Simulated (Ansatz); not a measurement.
**ClFH$_{3}$O$_{3}$Ta···F (doublet): density, localisation and related maps**

Input

```
crystal:
  periodic: [false, false, false]
  atoms:
    - { symbol: Ta, position_ang: [-0.206887, 0.099512, -0.032942] }
    - { symbol: F, position_ang: [1.706956, 0.289354, -0.088134] }
    - { symbol: O, position_ang: [-0.039778, -0.23069, 1.845461] }
    - { symbol: H, position_ang: [0.341968, -0.697862, 2.606848] }
    - { symbol: O, position_ang: [-0.172874, -0.091516, -1.926433] }
    - { symbol: H, position_ang: [-0.251323, -0.754998, -2.632197] }
    - { symbol: Cl, position_ang: [-1.396644, 2.07947, 0.089825] }
    - { symbol: O, position_ang: [-1.341228, -1.474013, -0.09012] }
    - { symbol: H, position_ang: [-1.561047, -1.865212, 0.779466] }
    - { symbol: F, position_ang: [3.930558, -0.357244, 0.224227] }
magnetization:
  spin_polarized: true
  initial_magnetization: 1
basis:
  gaussian: { orbitals: def2-SVP }
hamiltonian:
  xc: pbe
relax:
  f_tol: 0.03
  max_steps: 50
output:
  orbitals: {}
```

Run with:

```sh
ansatz run input.yaml --threads 4 --pin off --max-ram 5120MiB --backend cpu --events-out ev --progress --plain --runs-dir out
```

The fields are those of the run's last geometry, not of the input's.

Core potentials replace the inner electrons of Ta.

The calculation used Ansatz, UKS PBE/def2-SVP.

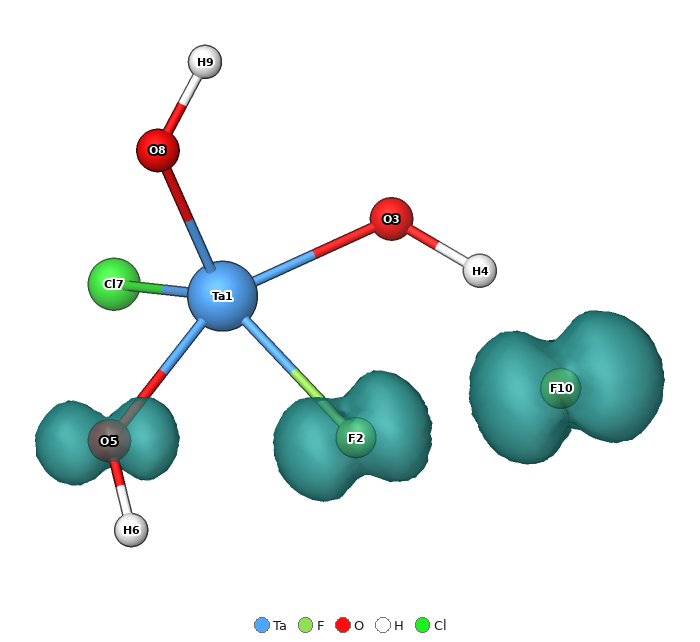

Figure 1. Isosurfaces of the spin density at +0.05 (teal) and −0.05 e/Å³ (pink), seen at a tilt.

Where is the unpaired spin?

The unpaired spin (1 electron) lies mostly on F10 (about 0.7), F2 (about 0.2) and O5 (about 0.1), in electrons by Hirshfeld's partition. Only one sign reaches the isovalue.

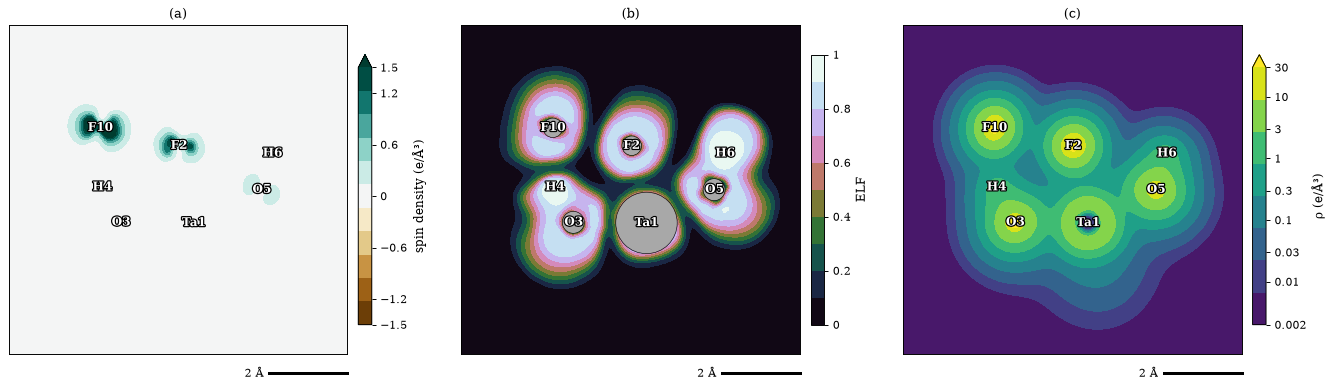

Figure 2. (a) spin density; (b) electron localisation function; (c) electron density on the plane of atoms F2, Ta1 and O3. Grey discs cover the atomic cores in the ELF map.

What do the fields say about this system?

- The section cuts through Ta, F, O and H sites.
- F10···H4 (1.52 Å): the density falls to about 0.43 e/Å³ on the way; the ELF dips to about 0.25 between them: by its geometry a hydrogen bond between the two molecules, with no shared pair.
- Ta–O (1.88 Å): the density is about 1.1 e/Å³ at the midpoint; the ELF peaks at about 0.85 in the valence shell of O, 0.5 Å from its nucleus, and drops to about 0.25 between the two atoms.
- Ta–F (2.02 Å): ρ at the midpoint is about 0.72 e/Å³; the ELF peaks at about 0.85 in the valence shell of F, 0.5 Å from its nucleus, and drops to about 0.20 between the two atoms.
- O–H (0.97 Å): ρ is about 3.6 e/Å³ halfway; the ELF climbs to about 1 towards the hydrogen, as it does in any bond to H (an ordinary covalent bond to hydrogen).
- Ta–O (1.94 Å): ρ is about 0.93 e/Å³ halfway; the ELF peaks at about 0.85 in the valence shell of O, 0.6 Å from its nucleus, and drops to about 0.25 between the two atoms.

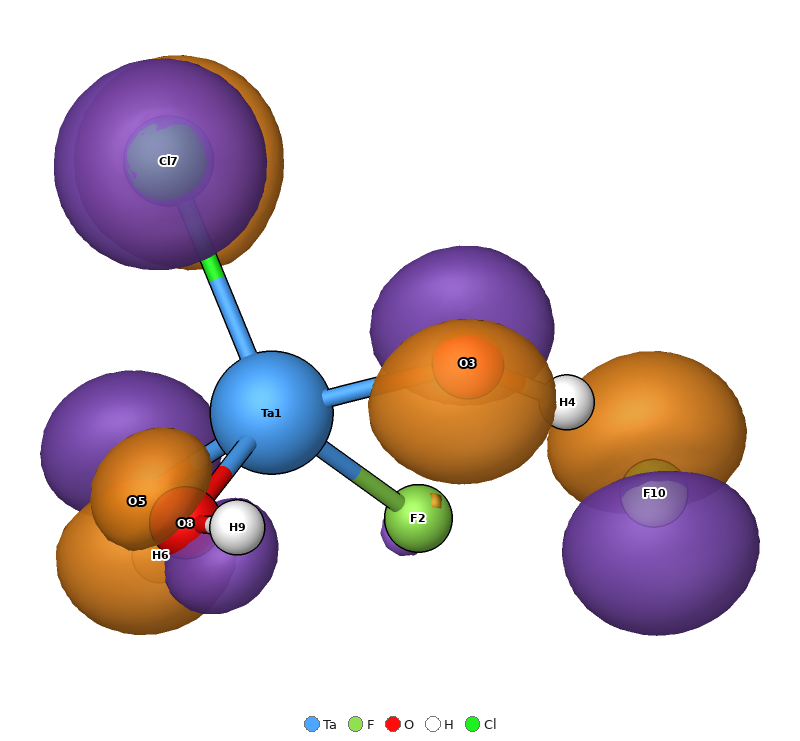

Figure 3. The HOMO−1 (β) at ±0.1 Å⁻³ᐟ² (orange and purple are the two phases), seen from one side.

Describe this orbital and give its energy.

Its weight (Hirshfeld) is mainly on F10 (about 35 %), Cl7 (about 20 %), O5 (about 15 %) and O3 (about 15 %); largely a combination of lone pairs on F10, Cl7, O5 and O3. Its energy is −7.97 eV.
